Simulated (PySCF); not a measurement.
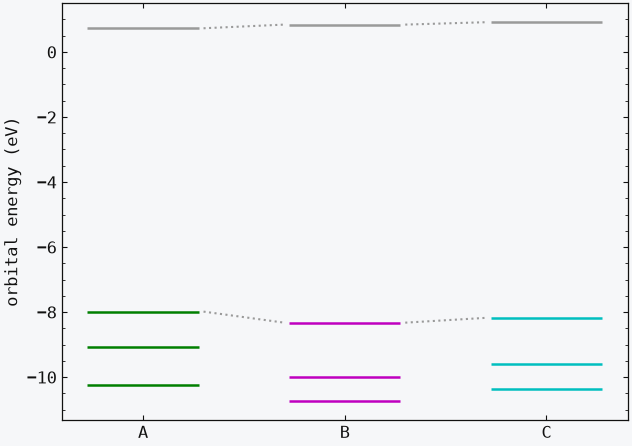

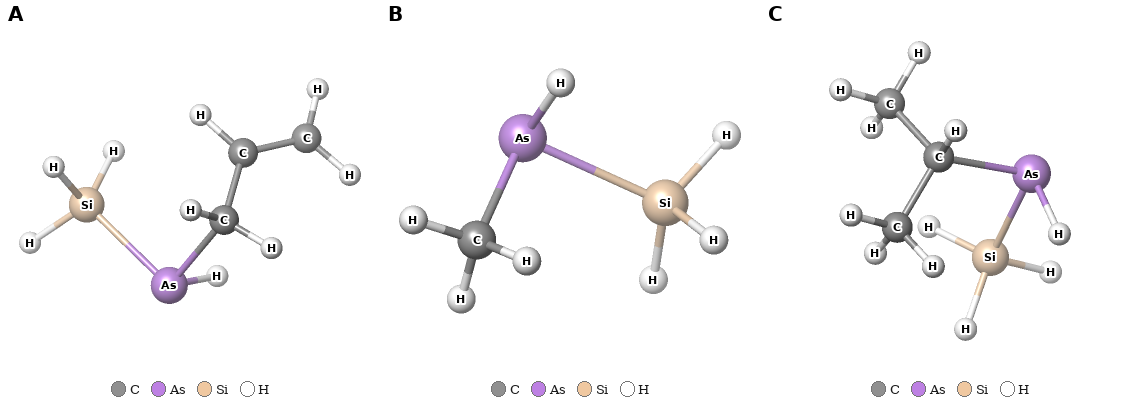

Related molecules: A is C₃H₉AsSi, SMILES C=CC[AsH][SiH3]; B is CH₇AsSi, SMILES C[AsH][SiH3]; C is C₃H₁₁AsSi, SMILES CC(C)[AsH][SiH3]. Frontier orbital energies, CAM-B3LYP/def2-SVPD with PySCF 2.14.0, at a GFN2-xTB geometry (no frequency check); drawn are at most three filled levels and, in grey, the LUMO with any level within 0.03 eV of it; dotted lines join the HOMOs and the LUMOs.

What does the change do to the frontier levels?

Answer. From A to B the HOMO falls by 0.34 eV and the LUMO rises by 0.11 eV, so the separation goes from 8.72 to 9.17 eV. From A to C the HOMO falls by 0.19 eV and the LUMO rises by 0.19 eV, so the separation goes from 8.72 to 9.09 eV.

Limits of at least one run: empty levels above zero depend strongly on the basis; one conformer of a flexible molecule; the tight-binding geometry is rougher than a DFT one and adds to the error.
